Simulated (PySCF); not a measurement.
| atom | x (Å) | y (Å) | z (Å) |
| --- | --- | --- | --- |
| C | 2.7571 | -0.8558 | 0.8172 |
| O | 1.9824 | 0.0142 | 0.0027 |
| C | 0.6698 | -0.1047 | 0.1039 |
| O | 0.1075 | -0.8986 | 0.8371 |
| C | -0.1013 | 0.7985 | -0.7429 |
| N | 0.3875 | 1.7177 | -1.5963 |
| N | -0.4862 | 2.3667 | -2.2074 |
| S | -2.0505 | 1.9124 | -1.7967 |
| C | -1.4865 | 0.7432 | -0.7037 |
| Si | -2.4480 | -0.4489 | 0.3977 |
| H | 2.5452 | -1.8983 | 0.5696 |
| H | 2.5284 | -0.6914 | 1.8724 |
| H | 3.7962 | -0.6160 | 0.6083 |
| H | -3.8497 | -0.1231 | 0.0854 |
| H | -2.1722 | -1.8071 | -0.0447 |
| H | -2.1872 | -0.0996 | 1.7856 |

Geometry: GFN2-xTB.

These are results of PBE0/pcSseg-1, SCF density, gas phase, non-relativistic (PySCF 2.14.0), not measurements.

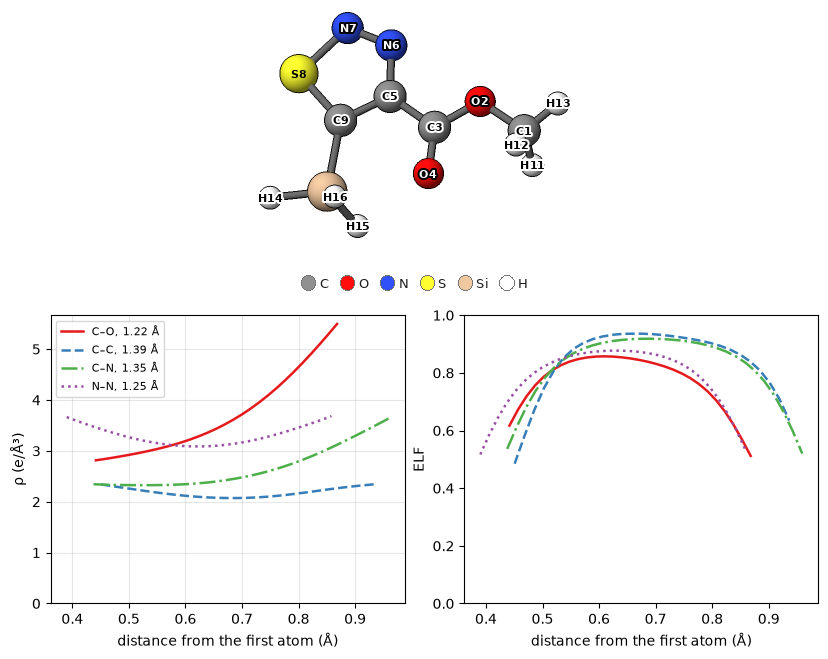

C$_{4}$H$_{6}$N$_{2}$O$_{2}$SSi (SMILES COC(=O)c1nnsc1[SiH3]). Electron density and electron localisation function along straight lines between neighbouring atoms. The curves leave out the atomic cores. The structure is drawn too.

Q: What can be read from the curves?

A: C–O (1.22 Å): the density is about 3.2 e/Å³ at the midpoint; the ELF peaks at about 0.85 between the atoms; a multiple bond.
C–C (1.39 Å): ρ is about 2.1 e/Å³ halfway; the ELF peaks at about 0.95 between the atoms, as expected for localised, covalent bonding.
C–N (1.35 Å): ρ is about 2.4 e/Å³ halfway; the ELF peaks at about 0.90 between the atoms: localised, covalent bonding.
N–N (1.25 Å): the density is about 3.1 e/Å³ at the midpoint; the ELF peaks at about 0.90 between the atoms; a covalent bond.
